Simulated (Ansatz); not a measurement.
## Geometry relaxation of SiH$_{6}$O (part 2 of 2)

Continued. System: SiH$_{6}$O. Method: RKS PBE0/def2-SVP (Ansatz 0.2.0). The input holds or restrains some coordinates. Forces given for the steps count only the free coordinates. It belongs to a series of runs on one base structure; here: pulled along the bonds that form and break, towards end B.

### Trajectory as extended XYZ, continued
```
8
Properties=species:S:1:pos:R:3:forces:R:3 step=6 energy=-10011.18673
Si    0.1904   -0.2659   -0.3855   -0.0045   0.0874  -0.5687
O     0.0208   -0.0235    2.4863    0.4124  -0.9412  -0.2918
H    -0.8993   -0.3140    2.4316    0.0616   0.0406   0.1222
H     1.4906    0.1595   -1.0134   -0.4255  -0.0379  -0.7416
H    -0.5817    1.0259   -0.1998    0.2972  -0.4538   0.6232
H    -0.8428   -1.2092   -0.9547    0.2655   0.3189  -0.6962
H     0.8405   -1.3165    0.4249   -0.0388   0.0131   1.0713
H     0.5119   -0.8257    2.1785   -0.5680   0.9729   0.4816
8
Properties=species:S:1:pos:R:3:forces:R:3 step=7 energy=-10011.60258
Si    0.2150   -0.2962   -0.4038   -0.0768   0.1698  -0.6744
O    -0.0022    0.0165    2.4634    0.4303  -1.3604   0.0645
H    -0.9107   -0.3186    2.4642    0.0894   0.1782   0.0974
H     1.4199    0.1361   -1.1936   -0.2896  -0.0799  -0.2548
H    -0.5332    0.9599   -0.0463    0.2358  -0.3601   0.2482
H    -0.7834   -1.1648   -1.1263    0.2142   0.1976  -0.2500
H     0.8195   -1.2811    0.5179    0.0199  -0.0326   0.4132
H     0.5056   -0.8212    2.2924   -0.6231   1.2873   0.3559
8
Properties=species:S:1:pos:R:3:forces:R:3 step=8 energy=-10011.73627
Si    0.2617   -0.3227   -0.4166   -0.1415   0.3168  -0.8175
O    -0.0361    0.0095    2.4445    0.2278  -0.7685   0.3475
H    -0.9587   -0.2504    2.5501   -0.0235   0.0595   0.0663
H     1.3275    0.1302   -1.3706   -0.0545  -0.0571   0.0030
H    -0.4494    0.8828    0.0896    0.1050  -0.0858   0.0088
H    -0.7371   -1.1411   -1.1819    0.0537  -0.0193   0.0314
H     0.9111   -1.2271    0.5484    0.1684  -0.2041   0.1210
H     0.4114   -0.8507    2.3044   -0.3355   0.7585   0.2396
8
Properties=species:S:1:pos:R:3:forces:R:3 step=9 energy=-10011.74129
Si    0.2846   -0.3096   -0.4502   -0.1152   0.2029  -0.7427
O    -0.0936    0.0022    2.4043   -1.0261  -1.0955   0.8374
H    -0.9836   -0.2812    2.7409    1.2172   0.4208  -0.4171
H     1.3255    0.1041   -1.4471   -0.0139  -0.0346   0.0198
H    -0.3914    0.9001    0.0750    0.0550   0.0275  -0.0458
H    -0.7191   -1.1480   -1.1816   -0.0220  -0.0065   0.0492
H     0.9349   -1.1862    0.5383    0.2611  -0.2098   0.0999
H     0.3731   -0.8507    2.2882   -0.3561   0.6952   0.1992
8
Properties=species:S:1:pos:R:3:forces:R:3 step=10 energy=-10011.74961
Si    0.3068   -0.3033   -0.4751   -0.1438   0.2103  -0.7369
O    -0.1929   -0.0117    2.3643   -1.1761  -1.3339   1.3678
H    -0.9628   -0.3219    2.9302    1.3955   0.6181  -1.0098
H     1.3331    0.0742   -1.5001    0.0029  -0.0357   0.0136
H    -0.3375    0.9261    0.0411    0.0661   0.0493  -0.0334
H    -0.7169   -1.1454   -1.1720   -0.0259  -0.0106   0.0758
H     0.9702   -1.1543    0.5265    0.2791  -0.1988   0.1436
H     0.3303   -0.8331    2.2530   -0.3979   0.7012   0.1794
8
Properties=species:S:1:pos:R:3:forces:R:3 step=11 energy=-10011.85240
Si    0.3303   -0.2636   -0.4815   -0.0957   0.1275  -0.5570
O    -0.3103   -0.0952    2.3355    0.1477  -0.8860   0.4535
H    -1.0027   -0.4410    2.9229    0.2672   0.1413  -0.2309
H     1.2911   -0.0400   -1.6147   -0.0848  -0.0333   0.0164
H    -0.1976    1.0486   -0.0327    0.0487   0.0211  -0.0336
H    -0.7783   -1.1382   -0.9881    0.0350   0.0737   0.0994
H     1.0676   -1.0025    0.5586    0.3209  -0.1804   0.0843
H     0.3303   -0.8374    2.2679   -0.6390   0.7361   0.1678
8
Properties=species:S:1:pos:R:3:forces:R:3 step=12 energy=-10011.90610
Si    0.3629   -0.2367   -0.4703   -0.1857   0.1568  -0.4824
O    -0.4273   -0.1566    2.3042    0.5390  -0.7238   0.2163
H    -1.0421   -0.5771    2.9209    0.0891   0.0522  -0.1427
H     1.2185   -0.1513   -1.7005   -0.0427  -0.0278   0.0265
H    -0.0588    1.1396   -0.0968    0.0308  -0.0223  -0.0023
H    -0.8136   -1.1026   -0.7945    0.0268   0.0566   0.0718
H     1.1749   -0.8868    0.5740    0.3442  -0.1619   0.1087
H     0.3158   -0.7980    2.2309   -0.8015   0.6701   0.2042
8
Properties=species:S:1:pos:R:3:forces:R:3 step=13 energy=-10011.93647
Si    0.3817   -0.2192   -0.4432   -0.1486   0.1084  -0.4208
O    -0.4881   -0.1734    2.3050    0.6959  -0.4567   0.0312
H    -1.0919   -0.7335    2.8068    0.0628  -0.0327  -0.0856
H     1.1343   -0.2563   -1.7369    0.0029  -0.0019  -0.0143
H     0.0478    1.1897   -0.1289   -0.0019   0.0935   0.0270
H    -0.8413   -1.0491   -0.6041   -0.0687  -0.0477   0.0190
H     1.2652   -0.8095    0.5800    0.3270  -0.1666   0.1479
H     0.3229   -0.7180    2.1892   -0.8695   0.5037   0.2955
8
Properties=species:S:1:pos:R:3:forces:R:3 step=14 energy=-10011.92182 accepted=F
Si    0.3816   -0.2176   -0.4224   -0.3025   0.1917  -0.4399
O    -0.4923   -0.1574    2.3261    0.0296  -1.3578   0.4206
H    -1.1286   -0.8469    2.6534    1.0291   0.8998  -0.5288
H     1.0883   -0.3111   -1.7486   -0.0778   0.0057   0.1199
H     0.1017    1.2208   -0.1283    0.0165  -0.1355  -0.0450
H    -0.8766   -1.0309   -0.5061    0.1506   0.0972   0.0116
H     1.2928   -0.7878    0.5903    0.3135  -0.1831   0.1192
H     0.3636   -0.6386    2.2035   -1.1590   0.4821   0.3424
8
Properties=species:S:1:pos:R:3:forces:R:3 step=15 energy=-10011.94358
Si    0.3803   -0.2197   -0.4313   -0.2260   0.1793  -0.4211
O    -0.4734   -0.1566    2.3226    0.3200  -0.7107   0.2134
H    -1.1109   -0.7735    2.7232    0.3502   0.2682  -0.2565
H     1.1133   -0.2741   -1.7366   -0.0126  -0.0096  -0.0007
H     0.0627    1.2001   -0.1255    0.0088  -0.0003   0.0011
H    -0.8533   -1.0472   -0.5617   -0.0047   0.0008   0.0207
H     1.2749   -0.8023    0.5849    0.3481  -0.1843   0.1583
H     0.3368   -0.6960    2.1923   -0.7838   0.4566   0.2848
8
Properties=species:S:1:pos:R:3:forces:R:3 step=16 energy=-10011.95329
Si    0.3777   -0.2225   -0.4214   -0.2504   0.1679  -0.3745
O    -0.4934   -0.1505    2.3258    0.5853  -0.4884   0.0818
H    -1.0967   -0.8353    2.6459    0.1183   0.0917  -0.0994
H     1.0939   -0.2954   -1.7331    0.0058  -0.0074  -0.0243
H     0.0891    1.2033   -0.1142    0.0060   0.0017  -0.0077
H    -0.8708   -1.0309   -0.5323    0.0032   0.0072   0.0127
H     1.2720   -0.8139    0.5908    0.3474  -0.1905   0.1494
H     0.3587   -0.6241    2.2064   -0.8156   0.4178   0.2621
```

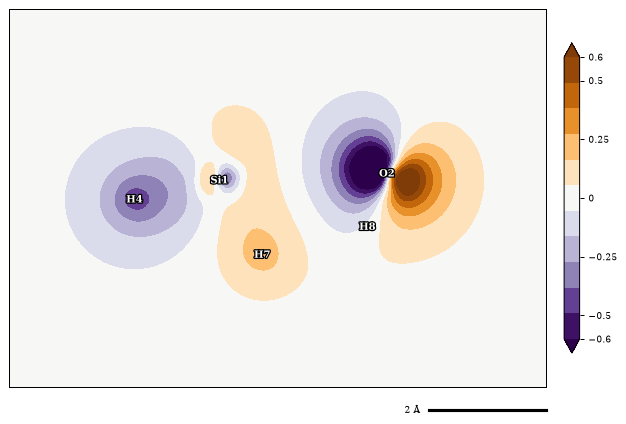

**Figure 1.** One frontier orbital on the plane of atoms H4, Si1 and H7 (values in Å⁻³ᐟ²; the overall sign is arbitrary). The HOMO, at −8.57 eV.

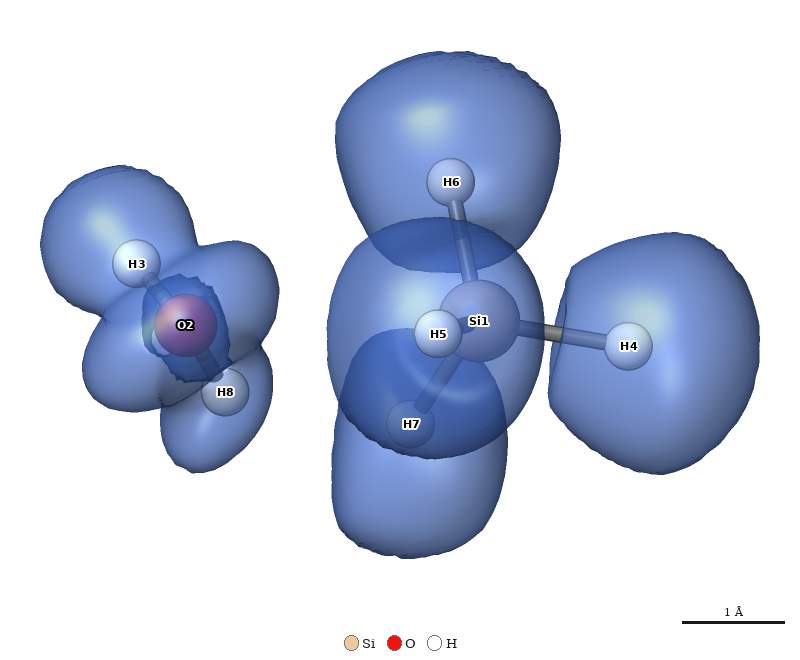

**Figure 2.** Isosurface of the ELF at 0.75 (blue), seen face on. Only the valence region is drawn (cores and ρ < 0.01 e/Å³ removed). Along the contacts the grid gives the following. Si1···O2 (2.88 Å): the ELF is only about 0.05 between them. O–H (0.97 Å): the ELF climbs to about 1 towards the hydrogen, as it does in any bond to H (a covalent bond by its length).

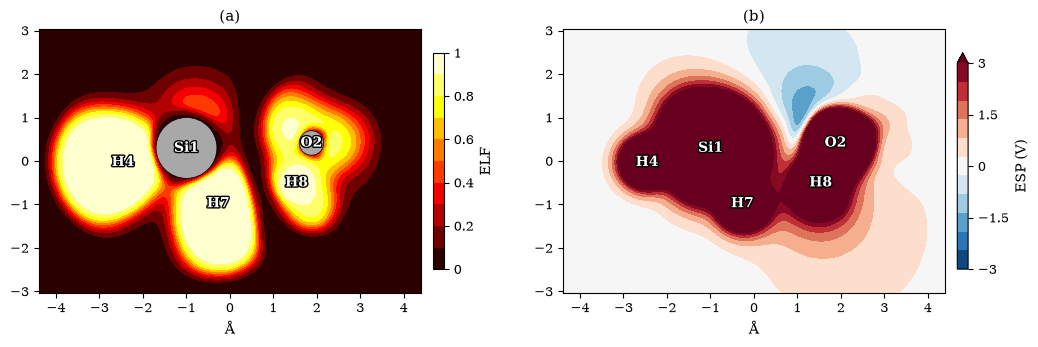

**Figure 3.** (a) ELF; (b) electrostatic potential on the plane of atoms H4, Si1 and H7. Grey discs, where drawn, cover atomic cores. The section cuts through Si, O and H sites. Si1···O2 (2.88 Å): the ELF is only about 0.05 between them. Si–H (1.47 Å): the ELF climbs to about 1 towards the hydrogen.

The run was set up as follows.

### Input
```yaml
crystal:
  periodic: [false, false, false]
  atoms:
    - { symbol: Si, position_ang: [0.0, 0.0, 0.0] }
    - { symbol: O, position_ang: [0.0, 0.0, 2.03] }
    - { symbol: H, position_ang: [-0.9095, -0.2814, 2.3671] }
    - { symbol: H, position_ang: [1.3768, 0.0, -0.4862] }
    - { symbol: H, position_ang: [-0.6877, 1.1914, -0.4862] }
    - { symbol: H, position_ang: [-0.6877, -1.1914, -0.4862] }
    - { symbol: H, position_ang: [0.9186, -1.3949, 0.555] }
    - { symbol: H, position_ang: [0.7199, -1.0931, 1.4744] }
basis:
  gaussian: { orbitals: def2-SVP }
hamiltonian:
  xc: pbe0
relax:
  f_tol: 0.15
  max_steps: 25
  restrain:
    - { distance: [0, 6], at: 1.46, k: 30.0 }
    - { distance: [7, 1], at: 1.01, k: 30.0 }
    - { distance: [0, 1], at: 2.88, k: 30.0 }
    - { distance: [7, 6], at: 1.86, k: 30.0 }
output:
  orbitals: {}
```

Command:
```bash
ansatz run input.yaml --threads 1 --pin off --max-ram 2048MiB --backend cpu --events-out ev --progress --plain --runs-dir out
```

### Summary

| quantity | value |
| --- | --- |
| outcome | converged under the restraints of the input |
| total energy | −10011.9533 eV |
| mean-field energy | −10011.9533 eV |
| largest force (length of the vector) at the end, held atoms and coordinates included | 0.953 eV/Å |
| hardware | 1 thread of Arm Neoverse V1, 24 GiB of memory available, shared host |
| wall time | 25 s |
| peak memory | 0.11 GiB |
